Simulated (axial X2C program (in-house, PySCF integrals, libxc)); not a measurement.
**Relativistic diatomic calculation for PbSi**

- system: PbSi, single determinant with Ω = 1. The distance is the PBE0 minimum at charge 0.
- method: expectation values, HF and Kohn-Sham, two-component X2C with atomic mean-field Coulomb and Gaunt terms, Pb dyall-cv3z, Si dyall-v3z (cores contracted) (axial X2C program (in-house, PySCF integrals, libxc))

**Key numbers**

- outcome: converged; the levels of theory disagree widely
- hardware: 1 thread of Arm Neoverse N1, 98 GiB of memory available, shared host
- wall time: 14 s
- peak memory: 0.4 GiB

**Input file**
```
{"zs": [82, 14], "q": 0, "bas": ["dyall-cv3z", "dyall-v3z"], "r0": 2.6, "levels": ["PBE0", "HF", "BHandHLYP", "B3LYP", "LDA"], "nst": 3}
```

The line is the task of a batch: nuclear charges, charge, bases, the levels to run, a first guess of the distance and further settings. This report covers the levels named above. The log is that of the reference distance.

Launched within a batch (the task file carries these settings):
```bash
python <driver script> task.json out
```

**Log**
```
two-component X2C + atomic mean field  PBE0
basis functions 208  fitting functions 1158  grid points 5083
iter        total energy     max residual
   1     -21180.797032647     2.85e+01
   2     -21181.860657189     1.58e+00
   3     -21181.958328486     8.67e-01
   4     -21181.963132399     3.73e-01
   5     -21181.966497147     1.53e-01
   6     -21181.966706929     3.72e-02
   7     -21181.967121606     4.93e-02
   8     -21181.967142159     1.18e-02
   9     -21181.967146943     4.73e-03
  10     -21181.967148508     3.40e-03
  11     -21181.967149995     3.54e-03
  12     -21181.967150908     5.65e-04
  13     -21181.967150953     2.19e-04
  14     -21181.967150972     1.15e-04
  15     -21181.967150975     3.13e-05
  16     -21181.967150975     1.54e-05
  17     -21181.967150975     1.05e-05
  18     -21181.967150975     5.62e-06
converged
one-electron -29434.88216776  Coulomb 8450.52416939  exact exchange -102.34816095  xc functional -313.45110894  nuclear repulsion 238.42050162  atomic mean-field constant -20.23038432
```

**Expectation values by level of theory**

| quantity | PBE0 | HF | BHandHLYP | B3LYP | LDA |
| --- | --- | --- | --- | --- | --- |
| effective field for an electron dipole moment (GV/cm) | −11.7 | −59.4 | −13.7 | −6.62 | −7.79 |
| field gradient at the first nucleus (a.u.) | −12.2 | −12.9 | −11.2 | −10.5 | −10.4 |
| field gradient at the second nucleus (a.u.) | −0.736 | −0.629 | −0.633 | −0.693 | −0.787 |
| A∥/gI, first nucleus (MHz) | −210 | −2820 | −187 | 20.3 | −180 |
| A∥/gI, second nucleus (MHz) | −107 | −124 | −78.3 | −91.2 | −101 |

Each column comes from one determinant with 2 or more unpaired spinors, which can mix states, in a basis with contracted cores. The levels disagree widely: the effective field runs from −59.4 to −6.62 GV/cm and A∥/gI at the first nucleus runs from −2820 to 20.3 MHz. They may not all have settled in the same state, and these values aren't reliable properties of the molecule.

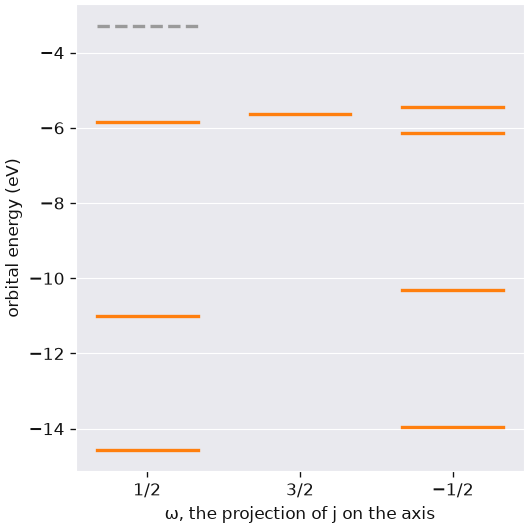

Fig. 1: Orbital energies (PBE0) near the frontier at 2.55 Å, filled (solid) and empty (dashed). The highest filled spinor (−1/2; 60 % Si p, 30 % Pb p) lies at −5.45 eV, the lowest empty one (1/2; 53 % Pb p, 42 % Si p) at −3.28 eV.
